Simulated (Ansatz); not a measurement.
Geometry relaxation of C2H7AlO2 (part 1 of 2)

The run: geometry relaxation of C2H7AlO2, SMILES C[CH2][Al]([OH])[OH]. Method and program: RKS PBE-D4/def2-SVP (Ansatz 0.2.0).

The geometry: force-field start. Figures and captions count atoms from 1; the log counts them from 0 in places.

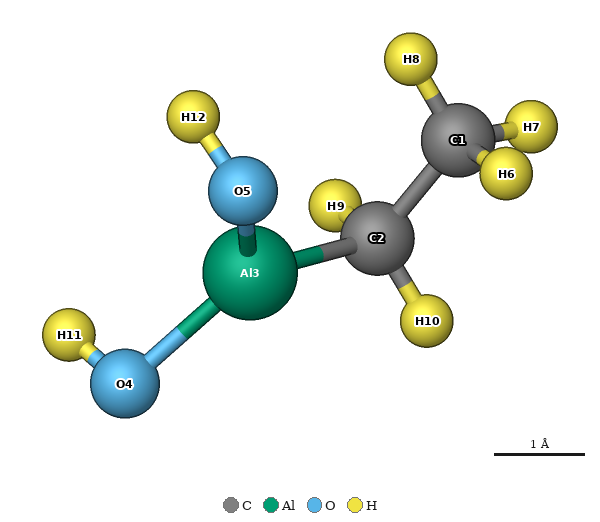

*The structure as given in the input (ball-and-stick view, seen at a tilt; atoms are numbered from 1 in the order of the input). Sticks mark near contacts.*

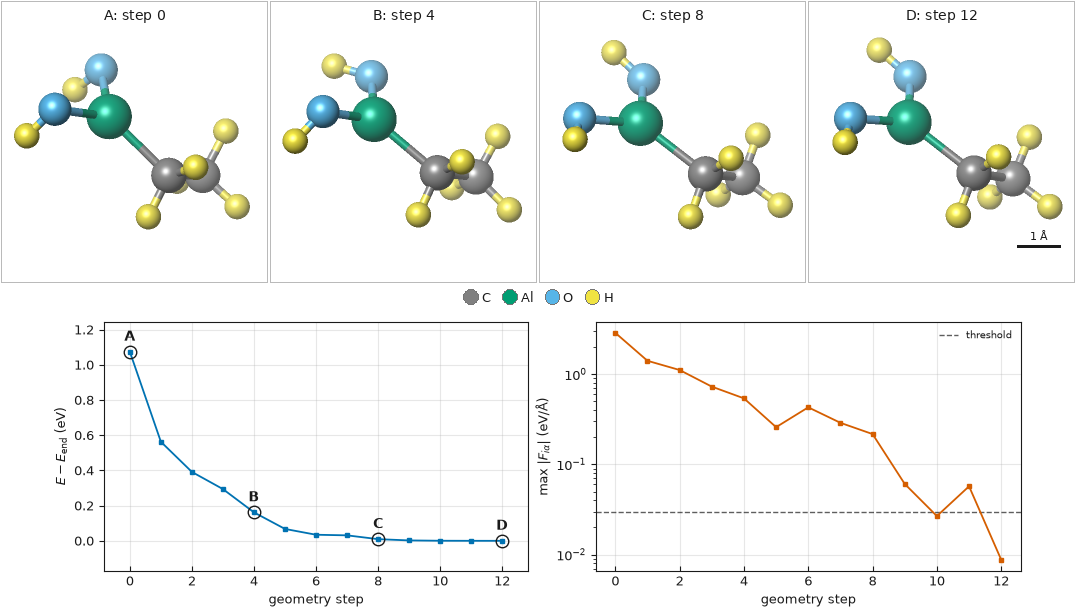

*Frames of the relaxation (ball-and-stick view, seen at a tilt) above the curves, on which the letters mark them (the first geometry is step 0 here and step 1 in the log).*

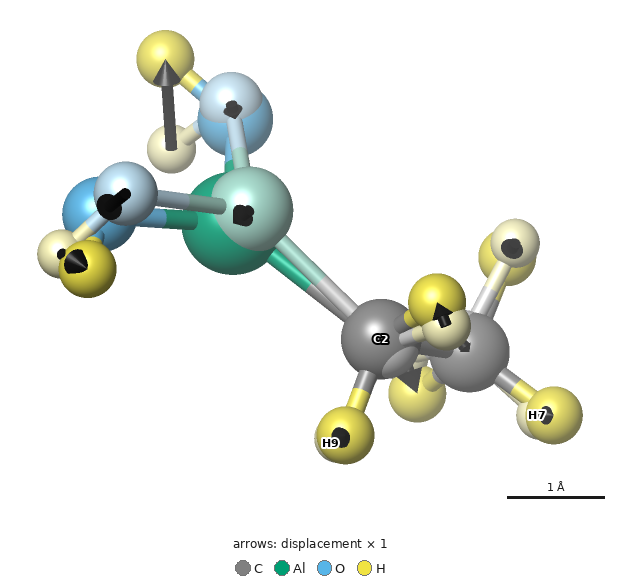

*Start (faint) and end (solid) with the displacements as black arrows, at true length (ball-and-stick view, seen at a tilt). The two geometries are laid on each other by the best rigid fit.*

The atom that moves furthest after the best rigid fit is H12 (1.01 Å). Largest moves by element: H 1.01 Å, O 0.68 Å, Al 0.31 Å, C 0.11 Å. Distances before and after: Al3–O4 1.904 → 1.724 Å, Al3–O5 1.830 → 1.719 Å, C1–H6 1.183 → 1.109 Å, O5–H12 1.012 → 0.970 Å. Among the angles that change: Al3–O4–H11 101.8° → 123.6°, Al3–O5–H12 107.1° → 121.2°, H9–C2–H10 111.9° → 104.4°. After 12 geometry steps the energy has fallen by 1.074 eV. The largest force component goes from 2.9 to 0.0088 eV/Å. (Atoms are counted from 1 in the order of the input.)

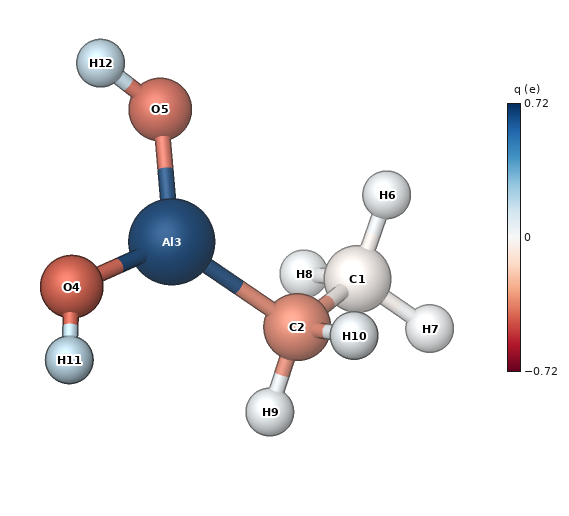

*Mulliken charges, as the colour of each atom (ball-and-stick view, seen at a tilt; atoms are numbered from 1 in the order of the input).*

By element: C −0.37 to −0.04, Al +0.69, O −0.42 and H +0.02 to +0.18 e.

The input and output of the run follow.

Input file:
```yaml
crystal:
  periodic: [false, false, false]
  atoms:
    - {symbol: C, position_ang: [-1.493600, -0.555900, 0.614900]}
    - {symbol: C, position_ang: [-0.615700, -0.553400, -0.602300]}
    - {symbol: Al, position_ang: [0.916700, 0.678200, -0.373100]}
    - {symbol: O, position_ang: [2.301300, 0.813900, -1.672600]}
    - {symbol: O, position_ang: [1.112000, 1.656900, 1.160600]}
    - {symbol: H, position_ang: [-1.941000, 0.531400, 0.747700]}
    - {symbol: H, position_ang: [-2.367800, -1.200200, 0.439900]}
    - {symbol: H, position_ang: [-0.962000, -0.812900, 1.512500]}
    - {symbol: H, position_ang: [-0.227100, -1.566700, -0.702200]}
    - {symbol: H, position_ang: [-1.165200, -0.240900, -1.488500]}
    - {symbol: H, position_ang: [2.880100, 0.106500, -1.413600]}
    - {symbol: H, position_ang: [1.639300, 1.088000, 1.810700]}
basis:
  gaussian: {orbitals: def2-SVP}
hamiltonian: {xc: pbe, dispersion: d4}
relax: {f_tol: 0.03, max_steps: 200}
```

Launched with:
```bash
ansatz run in.yaml --threads 4 --pin off --events-out ev --progress --plain --max-ram 10444MiB
```

Output:
```
Functional definition: PBE
  name "PBE"
  cite "Perdew, Burke & Ernzerhof, Phys. Rev. Lett. 77, 3865 (1996) doi:10.1103/PhysRevLett.77.3865"
  parent pbe
  parameter kappa = 0.804
  parameter beta = 0.06672455060314922
  exchange = pbe_x(kappa = kappa, mu = beta*pi^2/3)
  correlation = pbe_c(beta = beta)
1201 factors; their error is unknown
mean field evaluation 1: about -12841.8837 eV, gradient 1.0e2 eV
mean field evaluation 2: about -12743.8186 eV, gradient 2.1e2 eV
mean field evaluation 4: about -12862.1481 eV, gradient 2.0e1 eV
mean field evaluation 8: about -12863.1203 eV, gradient 2.7e-1 eV
mean field evaluation 16: about -12863.0664 eV, gradient 1.5e-3 eV
mean field -12863.06636695 eV, -472.7089700860 hartree, gradient 4.9e-5 eV, S^2 0.000000; 0 other end points of the search recorded, 0 dependent functions left out
the calculation of the forces begins
reference -12863.06640768 eV, -472.7089715825 hartree; 24, 24 occupied and 85, 85 virtual orbitals, 1201 factors
relax step   1: F+E_penalty+E_count = -12863.26582734 eV  Δ(F+E_penalty+E_count) = +0.000e0 eV  max|allowed force component| = 2.883e0 eV/Å  Δτ_max = 0.0000 Å  (29 SCF iters, accepted)
these checks for a lower state are left out or cut short: starts, cluster_reference, orbital_swaps, neighbouring_geometries, increment
1201 factors; their error is unknown
mean field -12863.57789357 eV, -472.7277683425 hartree, gradient 9.7e-6 eV, S^2 0.000000; 0 other end points of the search recorded, 0 dependent functions left out
[... from here on the field's lines of each further geometry are left out, up to the last ...]
relax step   2: F+E_penalty+E_count = -12863.77733258 eV  Δ(F+E_penalty+E_count) = -5.115e-1 eV  max|allowed force component| = 1.412e0 eV/Å  Δτ_max = 0.1223 Å  (29 SCF iters, accepted)
relax step   3: F+E_penalty+E_count = -12863.94875717 eV  Δ(F+E_penalty+E_count) = -1.714e-1 eV  max|allowed force component| = 1.116e0 eV/Å  Δτ_max = 0.1573 Å  (29 SCF iters, accepted)
relax step   4: F+E_penalty+E_count = -12864.04621082 eV  Δ(F+E_penalty+E_count) = -9.745e-2 eV  max|allowed force component| = 7.302e-1 eV/Å  Δτ_max = 0.2000 Å  (36 SCF iters, accepted)
relax step   5: F+E_penalty+E_count = -12864.17846354 eV  Δ(F+E_penalty+E_count) = -1.323e-1 eV  max|allowed force component| = 5.411e-1 eV/Å  Δτ_max = 0.2000 Å  (35 SCF iters, accepted)
relax step   6: F+E_penalty+E_count = -12864.27268736 eV  Δ(F+E_penalty+E_count) = -9.422e-2 eV  max|allowed force component| = 2.593e-1 eV/Å  Δτ_max = 0.2000 Å  (36 SCF iters, accepted)
relax step   7: F+E_penalty+E_count = -12864.30567502 eV  Δ(F+E_penalty+E_count) = -3.299e-2 eV  max|allowed force component| = 4.304e-1 eV/Å  Δτ_max = 0.1996 Å  (36 SCF iters, accepted)
relax step   8: F+E_penalty+E_count = -12864.30910587 eV  Δ(F+E_penalty+E_count) = -3.431e-3 eV  max|allowed force component| = 2.897e-1 eV/Å  Δτ_max = 0.1947 Å  (29 SCF iters, accepted)
relax step   9: F+E_penalty+E_count = -12864.33073603 eV  Δ(F+E_penalty+E_count) = -2.163e-2 eV  max|allowed force component| = 2.173e-1 eV/Å  Δτ_max = 0.0937 Å  (29 SCF iters, accepted)
relax step  10: F+E_penalty+E_count = -12864.33792923 eV  Δ(F+E_penalty+E_count) = -7.193e-3 eV  max|allowed force component| = 6.081e-2 eV/Å  Δτ_max = 0.0700 Å  (30 SCF iters, accepted)
relax step  11: F+E_penalty+E_count = -12864.33981208 eV  Δ(F+E_penalty+E_count) = -1.883e-3 eV  max|allowed force component| = 2.676e-2 eV/Å  Δτ_max = 0.0429 Å  (31 SCF iters, accepted)
relax step  12: F+E_penalty+E_count = -12864.34014349 eV  Δ(F+E_penalty+E_count) = -3.314e-4 eV  max|allowed force component| = 5.726e-2 eV/Å  Δτ_max = 0.0215 Å  (31 SCF iters, accepted)
the calculation of the forces begins
reference -12864.13748411 eV, -472.7483329156 hartree; 24, 24 occupied and 85, 85 virtual orbitals, 1201 factors
relax step  13: F+E_penalty+E_count = -12864.34025883 eV  Δ(F+E_penalty+E_count) = -1.153e-4 eV  max|allowed force component| = 8.774e-3 eV/Å  Δτ_max = 0.0093 Å  (32 SCF iters, accepted)
1201 factors; their error is unknown
mean field evaluation 128: about -12864.1374 eV, gradient 1.7e-5 eV
mean field -12864.13744443 eV, -472.7483314574 hartree, gradient 1.9e-5 eV, S^2 0.000000; 1 other end points of the search recorded, 0 dependent functions left out
the calculation of the forces begins
reference -12864.13748411 eV, -472.7483329156 hartree; 24, 24 occupied and 85, 85 virtual orbitals, 1201 factors
Total energy: -12864.34029851 eV, -472.7557862073 hartree
Atom 0 at    -1.579907    -0.617427     0.591970 Å, force    -0.008774    -0.000938     0.006448 eV/Å
Atom 1 at    -0.568491    -0.506802    -0.561167 Å, force     0.004464     0.001618    -0.008053 eV/Å
Atom 2 at     1.062122     0.506642    -0.146945 Å, force     0.000270    -0.001694     0.000001 eV/Å
Atom 3 at     2.515053     0.514180    -1.075245 Å, force     0.000401     0.001515     0.001454 eV/Å
Atom 4 at     1.048533     1.498087     1.257526 Å, force     0.000558     0.000443     0.000008 eV/Å
Atom 5 at    -1.893101     0.380415     0.961030 Å, force     0.000883    -0.000843    -0.000265 eV/Å
Atom 6 at    -2.499953    -1.163304     0.291115 Å, force     0.001713     0.001000     0.000620 eV/Å
Atom 7 at    -1.151856    -1.154353     1.463595 Å, force    -0.000607     0.000879    -0.000346 eV/Å
Atom 8 at    -0.278626    -1.516164    -0.931140 Å, force     0.000594     0.000663    -0.000241 eV/Å
Atom 9 at    -1.039604    -0.013271    -1.442942 Å, force     0.000754    -0.002194     0.001879 eV/Å
Atom 10 at     2.642230    -0.014647    -1.877312 Å, force    -0.000112    -0.000282    -0.001754 eV/Å
Atom 11 at     1.820600     2.031544     1.503515 Å, force    -0.000147    -0.000166     0.000249 eV/Å
Dipole moment:     0.075198    -0.145819    -0.259093 e Å
```

Trajectory as extended XYZ (Å, eV, eV/Å), 13 frames, from step=1 to step=13:
```
12
Properties=species:S:1:pos:R:3:forces:R:3 step=1 energy=-12863.26583
C    -1.4936   -0.5559    0.6149   -1.9010   2.7163  -0.5378
C    -0.6157   -0.5534   -0.6023    0.9833   0.6516   0.5381
Al    0.9167    0.6782   -0.3731    2.0350   0.9575  -0.4133
O     2.3013    0.8139   -1.6726   -2.8834   0.7910   1.5413
O     1.1120    1.6569    1.1606    0.5823  -1.9560  -0.5226
H    -1.9410    0.5314    0.7477    0.6221  -1.7155   0.1665
H    -2.3678   -1.2002    0.4399   -0.2398  -0.3695   0.3337
H    -0.9620   -0.8129    1.5125    0.3433  -0.3455   1.0460
H    -0.2271   -1.5667   -0.7022    0.3887  -0.6047  -0.7025
H    -1.1652   -0.2409   -1.4885   -0.2752  -0.1187  -0.7385
H     2.8801    0.1065   -1.4136    1.1343  -1.0456   0.1344
H     1.6393    1.0880    1.8107   -0.7895   1.0391  -0.8454
12
Properties=species:S:1:pos:R:3:forces:R:3 step=2 energy=-12863.77733
C    -1.5587   -0.5435    0.6131   -0.5309   0.8932  -0.1261
C    -0.5905   -0.5350   -0.5755    0.3208   0.2834   0.3896
Al    0.9954    0.6204   -0.3403    0.7955   1.0267  -0.3688
O     2.2635    0.8159   -1.6377   -1.0415  -0.5460   1.4123
O     1.1274    1.6390    1.1254    0.5315  -1.3372  -0.2857
H    -2.0112    0.4771    0.8114    0.3584  -0.5785  -0.1792
H    -2.4187   -1.2185    0.4340   -0.0274  -0.1653   0.0804
H    -1.0661   -0.8316    1.5524    0.0991  -0.1950   0.2653
H    -0.1927   -1.5533   -0.7576   -0.0373  -0.1692  -0.1863
H    -1.0988   -0.2159   -1.5034   -0.0550  -0.0508  -0.2509
H     2.9176    0.1041   -1.4802    0.0948   0.1811  -0.3057
H     1.7098    1.1863    1.7923   -0.5079   0.6574  -0.4448
```
